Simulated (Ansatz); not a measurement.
C₂H₈OSi

```csv
atom,x (Å),y (Å),z (Å)
Si,-0.7472,-0.0289,0.7848
C,0.8685,-0.8767,1.2542
O,-1.0016,-0.0166,-0.8816
C,-0.1874,0.7139,-1.7731
H,0.8582,0.3263,-1.8139
H,-1.9208,-0.7737,1.3488
H,-0.7380,1.3904,1.3083
H,1.7474,-0.3423,0.8391
H,0.8897,-1.9209,0.8816
H,0.9817,-0.9026,2.3581
H,-0.1359,1.7978,-1.5115
H,-0.6144,0.6333,-2.7945
```

Level of theory: RKS PBE-D4/def2-SVP (Ansatz).

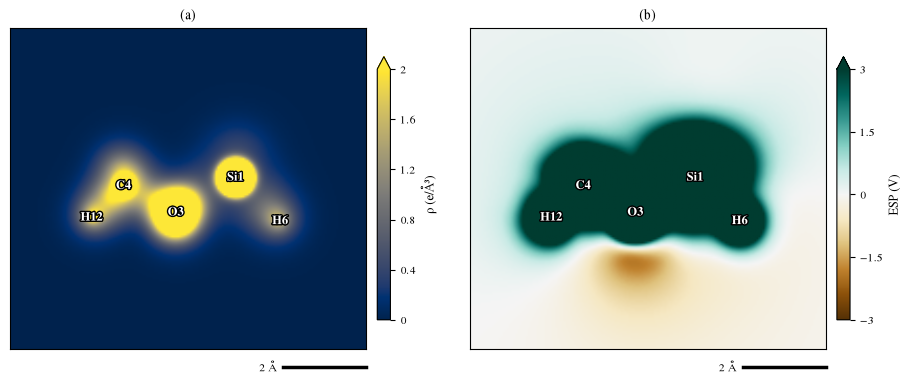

Figure 1. (a) electron density; (b) molecular electrostatic potential on the plane of atoms Si1, O3 and C4.

> Interpret the plot.

- The section cuts through Si, O, C and H sites.
- C–O (1.41 Å): ρ at the midpoint is about 2 e/Å³, with its minimum of 1.7 e/Å³ about 0.5 Å from C.
- Si–O (1.69 Å): ρ at the midpoint is about 1 e/Å³.
- C–H (1.11 Å): ρ is about 1.9 e/Å³ halfway.
- Si–H (1.50 Å): the density is about 0.76 e/Å³ at the midpoint.
- Outside the dense part of the molecule the potential is most negative (−1.9 V) near O3.

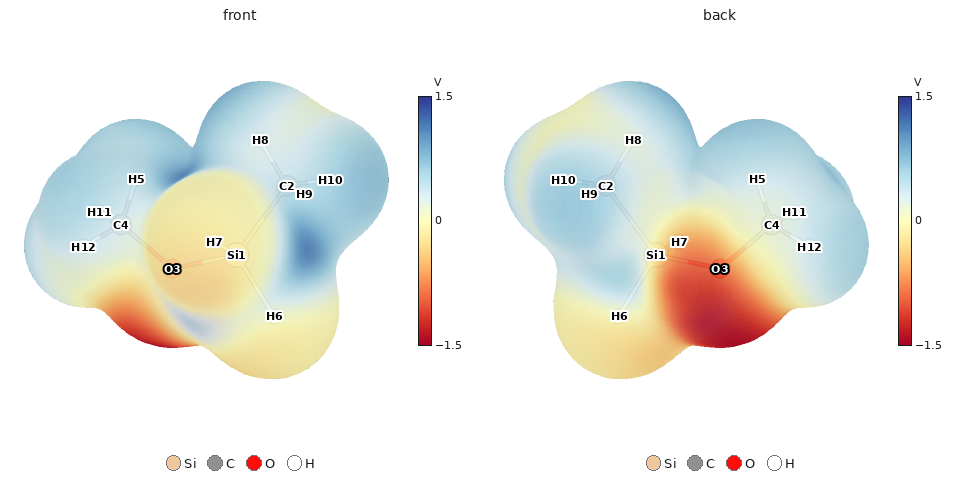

Figure 2. The molecular electrostatic potential painted on the density surface at 0.002 e/bohr³, seen from the front and from behind; red is negative and blue positive.

> Which sites attract a positive test charge, and which a negative one?

A positive charge is drawn to the negative regions and a negative charge to the positive ones. The most negative region (about −1.4 V) lies over O3, the most positive (about +1.1 V) over Si1. O3 is the likeliest acceptor of a hydrogen bond.

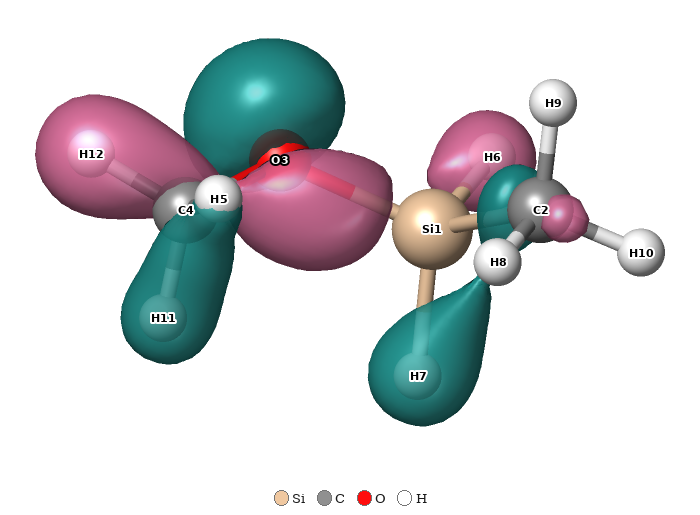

Figure 3. The HOMO−1 at ±0.15 Å⁻³ᐟ² (teal and pink are the two phases), seen from one side.

> What is the character of this orbital?

It lies mainly on O3 (about 50 %), Si1 (about 10 %), C4 (about 10 %) and H12 (about 5 %). Its energy is −6.87 eV.
